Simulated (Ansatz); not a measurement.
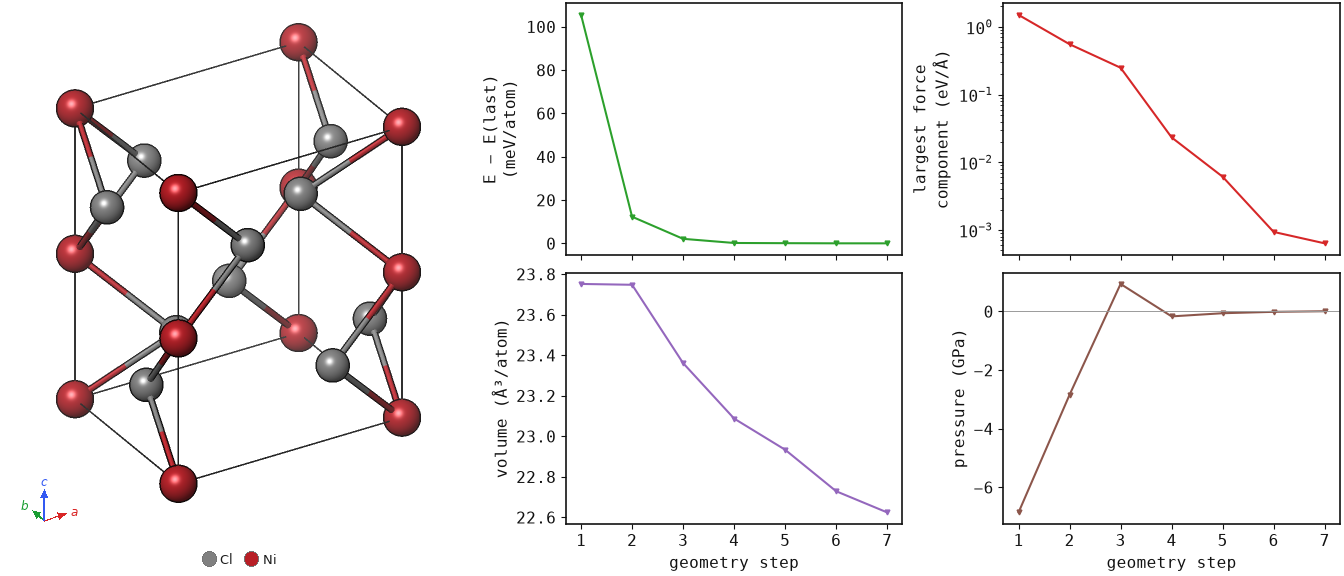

Beside the plot: the structure at the start.

History of a geometry optimisation. Atoms and cell relax. A closing SCF on a freshly chosen basis isn't drawn.

```
crystal:
  lattice:
    - [3.120684, 5.405178, 0.0]
    - [-3.120684, 5.405178, 0.0]
    - [0.0, 0.0, 5.632304]
  atoms:
    - { symbol: Cl, position: [0.31, 0.69, 0.25] }
    - { symbol: Cl, position: [0.31, 0.0, 0.75] }
    - { symbol: Cl, position: [0.0, 0.31, 0.25] }
    - { symbol: Cl, position: [0.69, 0.31, 0.75] }
    - { symbol: Cl, position: [0.69, 0.0, 0.25] }
    - { symbol: Cl, position: [0.0, 0.69, 0.75] }
    - { symbol: Ni, position: [0.0, 0.0, 0.0] }
    - { symbol: Ni, position: [0.0, 0.0, 0.5] }
  symmetry: { tolerance: 0.0003 }
kpoints:
  mp_grid: { grid: [4, 4, 3], shift: [0, 0, 0] }
magnetization:
  spin_polarized: true
  initial_magnetization: 7
scf:
  occupations: { method: fermi_dirac }
  max_iter: 75
hamiltonian:
  pseudopotentials: { kind: paw }
  xc: pbesol
basis:
  ecutwfc: 420
output:
  forces: true
  stress: true
  eigenvalues: true
relax:
  max_steps: 40
  cell: {}
```

Launched with:
```bash
ansatz run input.yaml --threads 1 --pin off --max-ram 2560MiB --backend cpu --events-out ev --progress --plain --runs-dir out
```

### How did it end, and what did it gain?

The optimisation met its thresholds at geometry 7, counting the start as the first. The energy fell by about 110 meV/atom from the first step to the last. The largest force component goes from about 1.5 eV/Å at the start to 6 × 10⁻⁴ eV/Å at the end.

### What happens to the cell?

The volume shrinks from 23.75 to 22.62 Å³ per atom (−4.7 %), as the pressure goes from −6.9 GPa to about 0 GPa. The start was expanded.

### Is anything amiss with this input?

The input holds an odd setting (an impossible spin). The SCF closed; whether the result suffers can't be told from this run alone.
